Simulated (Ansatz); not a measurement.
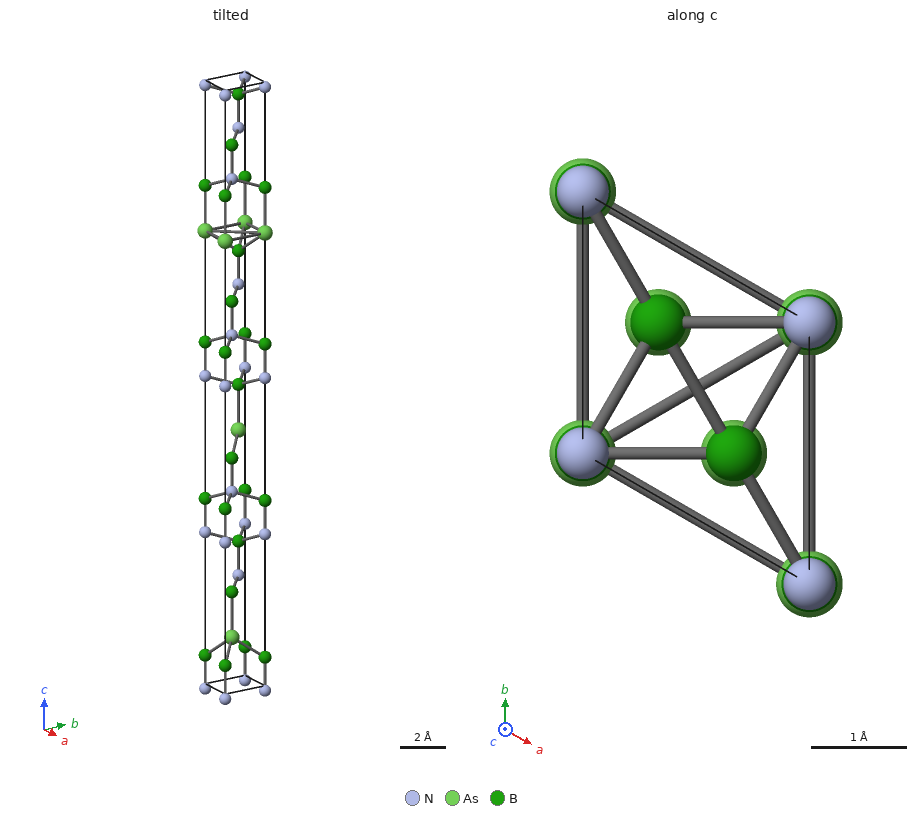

View slightly off an axis and along the c axis, drawn as a ball-and-stick model. The lines enclose the conventional unit cell; boundary atoms appear with their images.

B4AsN3, space group R3m (No. 160), a = 2.754 Å, b = 2.754 Å, c = 27.750 Å, α = 90.00°, β = 90.00°, γ = 120.00°. The structure comes from a structure type filled with these elements by a generator (whether the compound takes this form wasn't checked). Earlier steps of the study, as a rule a relaxation of our own, may have changed the cell and positions, so they can lie some per cent off the listed ones. It was run through Ansatz as a DFT input.

This one geometry was computed with Ansatz (DFT, plane waves, PAW) at three levels of theory: PBE with spin-orbit coupling, r2SCAN and PBE. It was relaxed beforehand with r2SCAN.

> Which level gives the highest pressure at this volume, and what does that say about its equilibrium volume?

Highest: PBE with spin-orbit coupling (3.5 GPa) and PBE (3.5 GPa), which points to the largest equilibrium volume. Lowest, with the smallest volume: r2SCAN (0.0 GPa). Levels within 0.5 GPa of each other can't be told apart.

> How does the band gap change with the level of theory?

All levels give a metal, though semilocal functionals underestimate gaps and can close a small one.

> Collect the results in a table.

| level | cutoff (eV) | k-mesh of the run's cell | gap (eV) | pressure (GPa) |
| --- | --- | --- | --- | --- |
| PBE with spin-orbit coupling | 420 | 10×10×10 | metal | 3.5 |
| r2SCAN | 500 | 10×10×10 | metal | 0.0 |
| PBE | 420 | 10×10×10 | metal | 3.5 |

Gaps are taken on the k-mesh or band path of each run.
